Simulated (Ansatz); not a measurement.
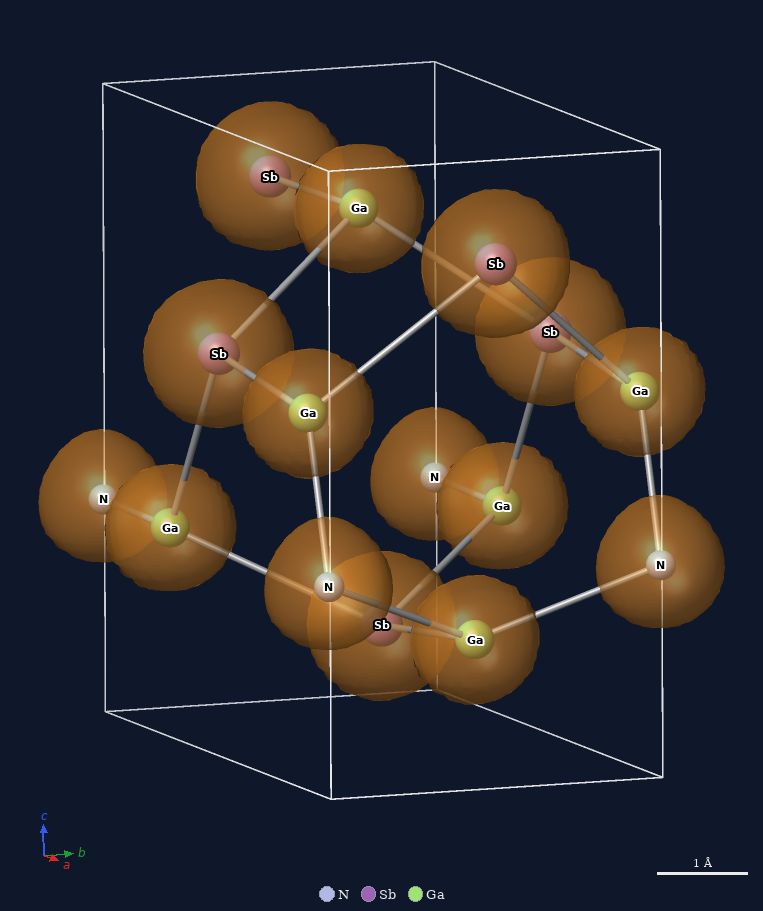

Figure. Ga₄Sb₃N. Isosurface of the valence pseudo-density at 1 e/Å³ (orange), seen slightly off an axis. Sticks mark near contacts.

Space group Pm; started from the ordered alloy on wurtzite lattice prototype, which need not be the ambient phase; computed pressure about 2 GPa in this cell.

The calculation used Ansatz 0.2.0, DFT, PBE, plane waves, PAW.

```
N Sb Ga
1.0
     6.63328    0.00000   -0.03553
     0.00000    4.01780    0.00000
    -0.03770    0.00000    7.11404
N Sb Ga
1 3 4
Direct
  0.99581 0.00000 0.33738
  0.00439 0.50000 0.83522
  0.49198 0.50000 0.18842
  0.50975 0.00000 0.64110
  0.29134 0.00000 0.33353
  0.39736 0.50000 0.83942
  0.90466 0.50000 0.22361
  0.90471 0.00000 0.60131
```

How is the density connected at this value?

Answer. At this value the density breaks into separate islands; it holds about 65 % of the electrons treated as valence (semicore included). It bridges none of the near contacts. It is pinched off along the sampled Ga–N (1.96 Å), Ga–Sb (2.55 Å), Ga–N (2.25 Å) and Ga–Sb (2.61 Å) contacts. On the grid the lowest density along these lines, outside the cores, is 0.73 e/Å³ (Ga–N, 1.96 Å), 0.45 e/Å³ (Ga–Sb, 2.55 Å), 0.41 e/Å³ (Ga–N, 2.25 Å) and 0.41 e/Å³ (Ga–Sb, 2.61 Å).
